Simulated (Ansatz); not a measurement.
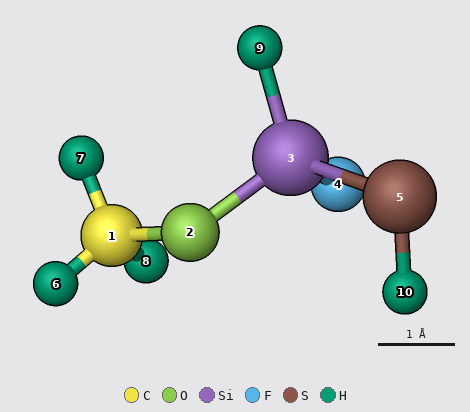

Fig. 1: The structure as given in the input (ball-and-stick view, seen at a tilt; atoms are numbered from 1 in the order of the input). Bond lengths as drawn: C–H 1.02 to 1.12 Å, C–O 1.41 Å, F–Si 1.53 Å, H–S 1.30 Å, H–Si 1.52 Å, O–Si 1.67 Å and S–Si 2.15 Å.

# Geometry relaxation, with input and output: CH5FOSSi (part 1 of 2)

The run: geometry relaxation of CH5FOSSi, SMILES CO[SiH](F)S. Method and program: RKS PBE-D4/def2-SVP (Ansatz 0.2.0).

The geometry: force-field start. Figures and captions count atoms from 1; the log counts them from 0 in places.

### Output
```
Functional definition: PBE
  name "PBE"
  cite "Perdew, Burke & Ernzerhof, Phys. Rev. Lett. 77, 3865 (1996) doi:10.1103/PhysRevLett.77.3865"
  parent pbe
  parameter kappa = 0.804
  parameter beta = 0.06672455060314922
  exchange = pbe_x(kappa = kappa, mu = beta*pi^2/3)
  correlation = pbe_c(beta = beta)
1140 factors; their error is unknown
mean field evaluation 1: about -24565.5601 eV, gradient 5.9e1 eV
mean field evaluation 2: about -24543.8523 eV, gradient 1.2e2 eV
mean field evaluation 4: about -24572.5099 eV, gradient 8.0e0 eV
mean field evaluation 8: about -24572.6217 eV, gradient 1.6e-1 eV
mean field evaluation 16: about -24572.5485 eV, gradient 1.6e-4 eV
mean field -24572.54853745 eV, -903.0245028798 hartree, gradient 6.5e-5 eV, S^2 0.000000; 0 other end points of the search recorded, 0 dependent functions left out
the calculation of the forces begins
reference -24572.54857057 eV, -903.0245040968 hartree; 29, 29 occupied and 74, 74 virtual orbitals, 1140 factors
relax step   1: F+E_penalty+E_count = -24572.76818654 eV  Δ(F+E_penalty+E_count) = +0.000e0 eV  max|allowed force component| = 3.663e0 eV/Å  Δτ_max = 0.0000 Å  (28 SCF iters, accepted)
these checks for a lower state are left out or cut short: starts, cluster_reference, orbital_swaps, neighbouring_geometries, increment
1140 factors; their error is unknown
mean field -24572.98085435 eV, -903.0403902326 hartree, gradient 1.9e-5 eV, S^2 0.000000; 0 other end points of the search recorded, 0 dependent functions left out
the calculation of the forces begins
reference -24572.98088703 eV, -903.0403914335 hartree; 29, 29 occupied and 74, 74 virtual orbitals, 1140 factors
relax step   2: F+E_penalty+E_count = -24573.19856302 eV  Δ(F+E_penalty+E_count) = -4.304e-1 eV  max|allowed force component| = 2.260e0 eV/Å  Δτ_max = 0.1141 Å  (29 SCF iters, accepted)
these checks for a lower state are left out or cut short: starts, cluster_reference, orbital_swaps, neighbouring_geometries, increment
1140 factors; their error is unknown
mean field evaluation 32: about -24573.0884 eV, gradient 1.1e-5 eV
mean field -24573.08837313 eV, -903.0443414751 hartree, gradient 1.1e-5 eV, S^2 0.000000; 0 other end points of the search recorded, 0 dependent functions left out
the calculation of the forces begins
reference -24573.08840626 eV, -903.0443426925 hartree; 29, 29 occupied and 74, 74 virtual orbitals, 1140 factors
relax step   3: F+E_penalty+E_count = -24573.30499862 eV  Δ(F+E_penalty+E_count) = -1.064e-1 eV  max|allowed force component| = 5.873e-1 eV/Å  Δτ_max = 0.1941 Å  (29 SCF iters, accepted)
these checks for a lower state are left out or cut short: starts, cluster_reference, orbital_swaps, neighbouring_geometries, increment
1140 factors; their error is unknown
mean field -24573.09659939 eV, -903.0446437846 hartree, gradient 2.4e-5 eV, S^2 0.000000; 0 other end points of the search recorded, 0 dependent functions left out
the calculation of the forces begins
reference -24573.09663241 eV, -903.0446449980 hartree; 29, 29 occupied and 74, 74 virtual orbitals, 1140 factors
relax step   4: F+E_penalty+E_count = -24573.31367977 eV  Δ(F+E_penalty+E_count) = -8.681e-3 eV  max|allowed force component| = 3.435e-1 eV/Å  Δτ_max = 0.2000 Å  (28 SCF iters, accepted)
these checks for a lower state are left out or cut short: starts, cluster_reference, orbital_swaps, neighbouring_geometries, increment
1140 factors; their error is unknown
mean field -24572.98519043 eV, -903.0405495807 hartree, gradient 1.2e-5 eV, S^2 0.000000; 0 other end points of the search recorded, 0 dependent functions left out
the calculation of the forces begins
reference -24572.98522342 eV, -903.0405507932 hartree; 29, 29 occupied and 74, 74 virtual orbitals, 1140 factors
relax step   5: F+E_penalty+E_count = -24573.20277408 eV  Δ(F+E_penalty+E_count) = +1.109e-1 eV  max|allowed force component| = 7.768e-1 eV/Å  Δτ_max = 0.1825 Å  (35 SCF iters, rejected (line search))
these checks for a lower state are left out or cut short: starts, cluster_reference, orbital_swaps, neighbouring_geometries, increment
1140 factors; their error is unknown
mean field -24573.11445715 eV, -903.0453000452 hartree, gradient 1.7e-5 eV, S^2 0.000000; 0 other end points of the search recorded, 0 dependent functions left out
the calculation of the forces begins
reference -24573.11449011 eV, -903.0453012562 hartree; 29, 29 occupied and 74, 74 virtual orbitals, 1140 factors
relax step   6: F+E_penalty+E_count = -24573.33151921 eV  Δ(F+E_penalty+E_count) = -1.784e-2 eV  max|allowed force component| = 8.370e-2 eV/Å  Δτ_max = 0.0911 Å  (28 SCF iters, accepted)
these checks for a lower state are left out or cut short: starts, cluster_reference, orbital_swaps, neighbouring_geometries, increment
1140 factors; their error is unknown
mean field -24573.11598545 eV, -903.0453562089 hartree, gradient 1.3e-5 eV, S^2 0.000000; 0 other end points of the search recorded, 0 dependent functions left out
the calculation of the forces begins
reference -24573.11601834 eV, -903.0453574177 hartree; 29, 29 occupied and 74, 74 virtual orbitals, 1140 factors
relax step   7: F+E_penalty+E_count = -24573.33320728 eV  Δ(F+E_penalty+E_count) = -1.688e-3 eV  max|allowed force component| = 8.214e-2 eV/Å  Δτ_max = 0.0412 Å  (28 SCF iters, accepted)
these checks for a lower state are left out or cut short: starts, cluster_reference, orbital_swaps, neighbouring_geometries, increment
1140 factors; their error is unknown
mean field evaluation 64: about -24573.1167 eV, gradient 1.3e-1 eV
mean field -24573.11668497 eV, -903.0453819159 hartree, gradient 1.3e-5 eV, S^2 0.000000; 0 other end points of the search recorded, 0 dependent functions left out
the calculation of the forces begins
reference -24573.11671773 eV, -903.0453831198 hartree; 29, 29 occupied and 74, 74 virtual orbitals, 1140 factors
relax step   8: F+E_penalty+E_count = -24573.33413869 eV  Δ(F+E_penalty+E_count) = -9.314e-4 eV  max|allowed force component| = 5.677e-2 eV/Å  Δτ_max = 0.0261 Å  (28 SCF iters, accepted)
these checks for a lower state are left out or cut short: starts, cluster_reference, orbital_swaps, neighbouring_geometries, increment
1140 factors; their error is unknown
mean field -24573.11750987 eV, -903.0454122303 hartree, gradient 1.3e-5 eV, S^2 0.000000; 0 other end points of the search recorded, 0 dependent functions left out
the calculation of the forces begins
reference -24573.11754255 eV, -903.0454134314 hartree; 29, 29 occupied and 74, 74 virtual orbitals, 1140 factors
relax step   9: F+E_penalty+E_count = -24573.33501065 eV  Δ(F+E_penalty+E_count) = -8.720e-4 eV  max|allowed force component| = 2.152e-2 eV/Å  Δτ_max = 0.0321 Å  (28 SCF iters, accepted)
these checks for a lower state are left out or cut short: starts, cluster_reference, orbital_swaps, neighbouring_geometries, increment
1140 factors; their error is unknown
mean field -24573.11755157 eV, -903.0454137627 hartree, gradient 1.2e-5 eV, S^2 0.000000; 0 other end points of the search recorded, 0 dependent functions left out
the calculation of the forces begins
reference -24573.11758422 eV, -903.0454149629 hartree; 29, 29 occupied and 74, 74 virtual orbitals, 1140 factors
relax step  10: F+E_penalty+E_count = -24573.33518560 eV  Δ(F+E_penalty+E_count) = -1.750e-4 eV  max|allowed force component| = 3.855e-2 eV/Å  Δτ_max = 0.0303 Å  (29 SCF iters, accepted)
these checks for a lower state are left out or cut short: starts, cluster_reference, orbital_swaps, neighbouring_geometries, increment
1140 factors; their error is unknown
mean field -24573.11764902 eV, -903.0454173441 hartree, gradient 1.9e-5 eV, S^2 0.000000; 0 other end points of the search recorded, 0 dependent functions left out
the calculation of the forces begins
reference -24573.11768167 eV, -903.0454185438 hartree; 29, 29 occupied and 74, 74 virtual orbitals, 1140 factors
relax step  11: F+E_penalty+E_count = -24573.33528000 eV  Δ(F+E_penalty+E_count) = -9.440e-5 eV  max|allowed force component| = 2.127e-2 eV/Å  Δτ_max = 0.0041 Å  (22 SCF iters, accepted)
1140 factors; their error is unknown
mean field evaluation 96: about -24573.1878 eV, gradient 1.0e0 eV
```

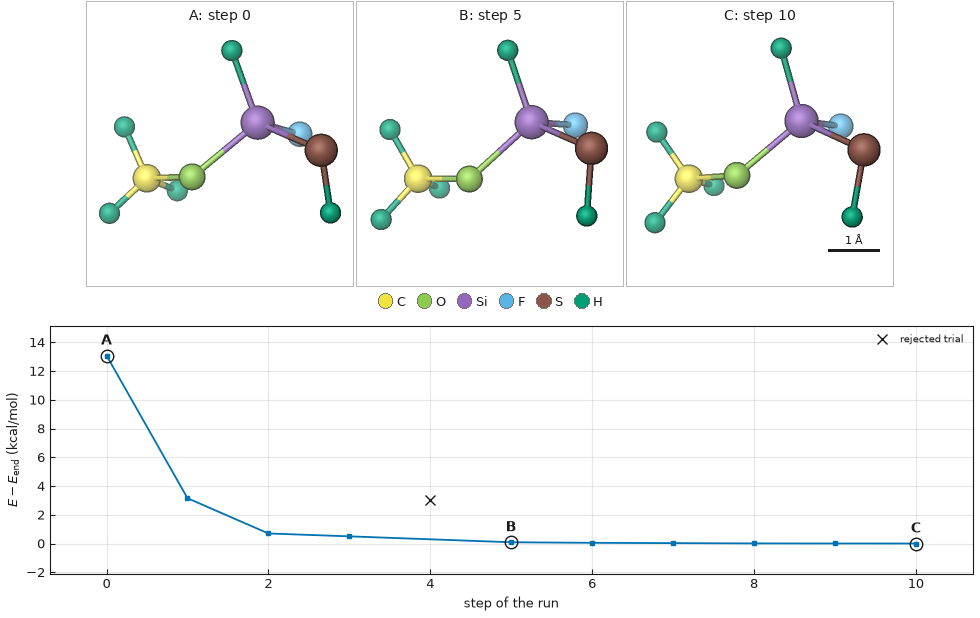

Fig. 2: Frames of the relaxation (ball-and-stick view, seen at a tilt) above the curves, on which the letters mark them (the first geometry is step 0 here and step 1 in the log).

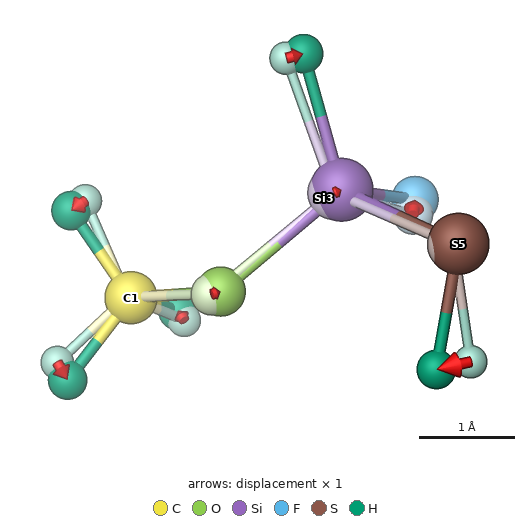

Fig. 3: Start (faint) and end (solid) with the displacements as red arrows, at true length (ball-and-stick view, seen at a tilt). The two geometries are laid on each other by the best rigid fit. The energy falls by 13.1 kcal/mol in 10 geometry steps. The largest force component goes from 3.7 to 0.021 eV/Å. The line search rejected the trial step at point 4 (counted from 0) and went back. H10 moves most after the best rigid fit: 0.39 Å. By element the largest moves are H 0.39 Å, F 0.23 Å, O 0.10 Å, Si 0.08 Å, S 0.06 Å, C 0.04 Å. Among the contacts that change: Si3–F4 1.529 → 1.640 Å, C1–H6 1.018 → 1.109 Å, S5–H10 1.301 → 1.365 Å, Si3–S5 2.154 → 2.131 Å. Among the angles that change: F4–Si3–H9 114.7° → 106.2°, F4–Si3–S5 106.7° → 112.9°, O2–Si3–H9 109.7° → 114.5°. (Atoms are counted from 1 in the order of the input.)

```
mean field -24573.11764902 eV, -903.0454173441 hartree, gradient 1.8e-5 eV, S^2 0.000000; 1 other end points of the search recorded, 0 dependent functions left out
the calculation of the forces begins
reference -24573.11768167 eV, -903.0454185438 hartree; 29, 29 occupied and 74, 74 virtual orbitals, 1140 factors
Total energy: -24573.33531265 eV, -903.0534163349 hartree
Atom 0 at    -0.461232    -1.546896     0.281544 Å, force     0.013599    -0.015530     0.010793 eV/Å
Atom 1 at     0.453663    -0.462263     0.180848 Å, force    -0.021266    -0.001061    -0.002282 eV/Å
Atom 2 at    -0.011121     1.129189     0.042116 Å, force     0.002839     0.002088     0.007334 eV/Å
Atom 3 at    -1.123162     1.210227    -1.160642 Å, force     0.006622     0.002688     0.002698 eV/Å
Atom 4 at     1.751193     2.249964    -0.379458 Å, force     0.002381    -0.020945    -0.015537 eV/Å
Atom 5 at     0.117097    -2.492578     0.254603 Å, force    -0.004490     0.012290     0.000591 eV/Å
Atom 6 at    -1.030862    -1.518312     1.238440 Å, force     0.005443     0.000009    -0.008903 eV/Å
Atom 7 at    -1.188845    -1.555166    -0.559346 Å, force     0.000115     0.005617    -0.000301 eV/Å
Atom 8 at    -0.671416     1.690977     1.260692 Å, force    -0.001503    -0.002004    -0.004658 eV/Å
Atom 9 at     2.247786     1.243659    -1.155897 Å, force    -0.003740     0.016847     0.010265 eV/Å
Dipole moment:    -0.054775    -0.347019     0.099658 e Å
```
